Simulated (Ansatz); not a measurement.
**The cluster Ti₂S: one molecule under many settings**

How do the results and run time of the cluster Ti₂S respond when the settings are drawn wide?

Method: the settings change from run to run; program: Ansatz 0.2.0, Gaussian basis.

1 further run of the same task is left out (set aside as unsound or not needed). Runs told in other sessions of the task aren't counted.

## Step 1: The relaxed structure

The geometry comes from an earlier relaxation with PBE-D4 in a triple-zeta def2 set; it is a stationary point.

3 atoms, charge 0, spin multiplicity 1.

Atoms are counted from 1 here; the program's logs count them from 0.

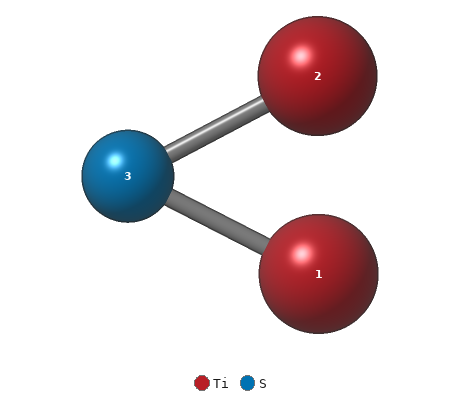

The geometry (titanium red, sulfur blue); atoms are numbered from 1 in the order of the file.

## Step 2: r2SCAN50/STO-3G

This run has D3(BJ) with three-body dispersion.

Input file in.yaml:

```yaml
crystal:
  periodic: [false, false, false]
  atoms:
    - {symbol: Ti, position_ang: [-0.647639, -0.893638, -0.577011]}
    - {symbol: Ti, position_ang: [0.677069, 0.722533, -0.755186]}
    - {symbol: S, position_ang: [-0.029430, 0.171094, 1.332187]}
basis:
  gaussian: {orbitals: STO-3G}
hamiltonian: {xc: {name: r2SCAN50}, dispersion: d3bjatm}
scf: {omitted_lower_state_checks: [starts]}
```

Command:

```console
$ ansatz run in.yaml --threads 4 --pin off --events-out ev --progress --plain --max-ram 3916MiB
```

Log:

```text
Functional definition: r2SCAN50
  name "r2SCAN50"
  cite "Bursch, Neugebauer, Ehlert & Grimme, J. Chem. Phys. 156, 134105 (2022) doi:10.1063/5.0086040"
  cite "Furness, Kaplan, Ning, Perdew & Sun, J. Phys. Chem. Lett. 11, 8208 (2020) doi:10.1021/acs.jpclett.0c02405"
  cite "Furness, Kaplan, Ning, Perdew & Sun, J. Phys. Chem. Lett. 11, 9248 (2020) doi:10.1021/acs.jpclett.0c03077"
  parent r2scan
  parameter a = 0.5
  parameter k0 = 0.174
  parameter k1 = 0.065
  parameter a1 = 4.9479
  exchange = (1 - a)*r2scan_x(k0 = k0, k1 = k1, a1 = a1) + a*exact_x
  correlation = r2scan_c
these checks for a lower state are left out or cut short: starts
581 factors; integrals over basis functions are off by at most 1.2e-4 eV
mean field evaluation 1: about -56458.2356 eV, gradient 2.5e1 eV
mean field evaluation 2: about -56453.2543 eV, gradient 4.7e1 eV
mean field evaluation 4: about -56460.9090 eV, gradient 8.2e-1 eV
mean field evaluation 8: about -56460.9110 eV, gradient 1.2e-2 eV
mean field evaluation 16: about -56460.9110 eV, gradient 7.0e-4 eV
mean field -56460.94116859 eV, -2074.9013173453 hartree, gradient 2.7e-5 eV, S^2 0.000000; 0 other end points of the search recorded, 0 dependent functions left out
reference -56460.94117209 eV, -2074.9013174738 hartree; 30, 30 occupied and 15, 15 virtual orbitals, 581 factors
Total energy: -56460.98080972 eV, -2074.9027741297 hartree
Checks for a lower state left out: starts
```

Wall time 2 s (4 threads of Arm Neoverse V2, shared host).

## Step 3: B97M-V/def2-TZVPD

Options: the search for lower states set to full.

in.yaml, as its differences from that of step 2:

```diff
@@ -7,4 +7,5 @@
 basis:
-  gaussian: {orbitals: STO-3G}
-hamiltonian: {xc: {name: r2SCAN50}, dispersion: d3bjatm}
-scf: {omitted_lower_state_checks: [starts]}
+  gaussian: {orbitals: def2-TZVPD}
+hamiltonian: {xc: {name: B97M-V}}
+scf: {lower_state_search: full}
+output: {forces: true}
```

The command is unchanged.

Log, shortened:

```text
Functional definition: B97M-V
  name "B97M-V"
  cite "Mardirossian & Head-Gordon, J. Chem. Phys. 142, 074111 (2015) doi:10.1063/1.4907719"
  cite "Becke, J. Chem. Phys. 107, 8554 (1997) doi:10.1063/1.475007"
  cite "Vydrov & Van Voorhis, J. Chem. Phys. 133, 244103 (2010) doi:10.1063/1.3521275"
  # Of w^i u^j: cxij and so on, Table III.
[...]
  gx(w, u) = cx00 + cx01*u + cx02*u^2 + (cx10 + cx11*u)*w
  gss(w, u) = css00 + css02*u^2 + css10*w + (css32*w^3 + css42*w^4)*u^2
  gos(w, u) = cos00 + cos01*u + cos03*u^3 + cos10*w + cos32*w^3*u^2
[...]
      + integral(e_c_pw_mod_opposite_spin*gos(b97_w_opposite, b97_u_opposite)) + vv10(b, c)
1145 factors; their error is unknown
[...]
mean field -57049.97275770 eV, -2096.5478289851 hartree, gradient 2.4e-5 eV, S^2 0.000000; 15 other end points of the search recorded, 0 dependent functions left out
[...]
reference -57049.97281938 eV, -2096.5478312519 hartree; 30, 30 occupied and 112, 112 virtual orbitals, 1145 factors
Total energy: -57049.97281938 eV, -2096.5478312519 hartree
Atom 0 at    -0.647639    -0.893638    -0.577011 Å, force     0.058439     0.088317     0.101351 eV/Å
Atom 1 at     0.677069     0.722533    -0.755186 Å, force    -0.062939    -0.059916     0.116719 eV/Å
Atom 2 at    -0.029430     0.171094     1.332187 Å, force     0.004500    -0.028401    -0.218071 eV/Å
Dipole moment:     0.014078    -0.081787    -0.636891 e Å
```

Run time: 46 s. Hardware: 4 threads of Arm Neoverse V2, shared host.

Largest force 0.220 eV/Å, dipole 3.08 D.

## Step 4: B97/STO-3G

Options: multiplicity 3, restricted open-shell orbitals.

in.yaml, as its differences from that of step 3:

```diff
@@ -7,5 +7,4 @@
 basis:
-  gaussian: {orbitals: def2-TZVPD}
-hamiltonian: {xc: {name: B97M-V}}
-scf: {lower_state_search: full}
-output: {forces: true}
+  gaussian: {orbitals: STO-3G}
+magnetization: {spin_polarized: false, initial_magnetization: 2}
+hamiltonian: {xc: {name: B97}}
```

Same command.

Log, shortened:

```text
Functional definition: B97
  name "B97"
  cite "Becke, J. Chem. Phys. 107, 8554 (1997) doi:10.1063/1.475007"
[...]
      + integral(e_c_pw_opposite_spin*poly(b97_u_opposite, cos0, cos1, cos2))
581 factors; integrals over basis functions are off by at most 1.2e-4 eV
[...]
mean field -56456.46424088 eV, -2074.7367932864 hartree, gradient 2.6e-5 eV, S^2 2.000000; 7 other end points of the search recorded, 0 dependent functions left out
reference -56456.46425779 eV, -2074.7367939079 hartree; 31, 29 occupied and 14, 16 virtual orbitals, 581 factors
Total energy: -56456.46425779 eV, -2074.7367939079 hartree
```

Wall time 3.4 s (4 threads of Arm Neoverse V2, shared host).

## Step 5: wB97M-V/pcseg-2

in.yaml, as its differences from that of step 4:

```diff
@@ -7,4 +7,4 @@
 basis:
-  gaussian: {orbitals: STO-3G}
-magnetization: {spin_polarized: false, initial_magnetization: 2}
-hamiltonian: {xc: {name: B97}}
+  gaussian: {orbitals: pcseg-2}
+hamiltonian: {xc: {name: wB97M-V}}
+output: {forces: true}
```

The command is unchanged.

Log, shortened:

```text
Functional definition: wB97M-V
  name "wB97M-V"
  cite "Mardirossian & Head-Gordon, J. Chem. Phys. 144, 214110 (2016) doi:10.1063/1.4952647"
  cite "Becke, J. Chem. Phys. 107, 8554 (1997) doi:10.1063/1.475007"
  cite "Vydrov & Van Voorhis, J. Chem. Phys. 133, 244103 (2010) doi:10.1063/1.3521275"
  # Of w^i u^j: cxij and so on, Table III.
[...]
  gx(w, u) = 1 - cx + cx01*u + cx10*w
  gss(w, u) = css00 + css04*u^4 + css10*w + css20*w^2 + css43*w^4*u^3
  gos(w, u) = cos00 + cos10*w + (cos20 + cos21*u)*w^2 + (cos60 + cos61*u)*w^6
[...]
      + integral(e_c_pw_mod_opposite_spin*gos(b97_w_opposite, b97_u_opposite)) + vv10(b, c)
1205 factors; their error is unknown
172 factors; integrals over basis functions are off by at most 4.4e-5 eV
[...]
mean field -57060.28160806 eV, -2096.9266722481 hartree, gradient 6.6e-5 eV, S^2 0.000000; 5 other end points of the search recorded, 0 dependent functions left out
[...]
reference -57060.28164883 eV, -2096.9266737465 hartree; 30, 30 occupied and 116, 116 virtual orbitals, 1205 factors
Total energy: -57060.28164883 eV, -2096.9266737465 hartree
Atom 0 at    -0.647639    -0.893638    -0.577011 Å, force     0.630347     0.776477    -0.037042 eV/Å
Atom 1 at     0.677069     0.722533    -0.755186 Å, force    -0.632175    -0.763952     0.131956 eV/Å
Atom 2 at    -0.029430     0.171094     1.332187 Å, force     0.001827    -0.012524    -0.094914 eV/Å
Dipole moment:     0.016965    -0.098556    -0.767470 e Å
```

Run time: 28 s. Hardware: 4 threads of Arm Neoverse V2, shared host; peak memory 0.63 GiB.

Largest force 1.001 eV/Å, dipole 3.72 D.

## Step 6: The runs in one table

```csv
level,charge,multiplicity,geometry,functions,energy (eV),time
r2SCAN50/STO-3G,0,1,relaxed,45,-56460.981,2 s
B97M-V/def2-TZVPD,0,1,relaxed,142,-57049.973,46 s
B97/STO-3G,0,3,relaxed,45,-56456.464,3.4 s
wB97M-V/pcseg-2,0,1,relaxed,146,-57060.282,28 s
```

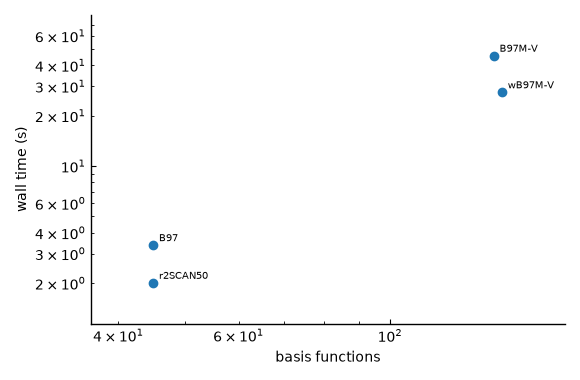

Wall time against the number of basis functions (shared host).

## Step 7: What came out

```
                                         quantity                    value
                                             runs                        4
                                         quickest     r2SCAN50/STO-3G, 2 s
                                          slowest  B97M-V/def2-TZVPD, 46 s
spread of total energies, same state and geometry                 599.3 eV
                  dipole, same state and geometry           3.08 to 3.72 D
```

What this shows: B97M-V/def2-TZVPD took 23 times as long as r2SCAN50/STO-3G. The jobs differ in tasks and options as well as level. Total energies at one charge and spin differ by 599 eV between levels, so only differences within one level mean anything. At the PBE-D4/def2-TZVP geometry and in the same state, the sound runs without point charges leave forces up to 1.00 eV/Å (wB97M-V/pcseg-2).
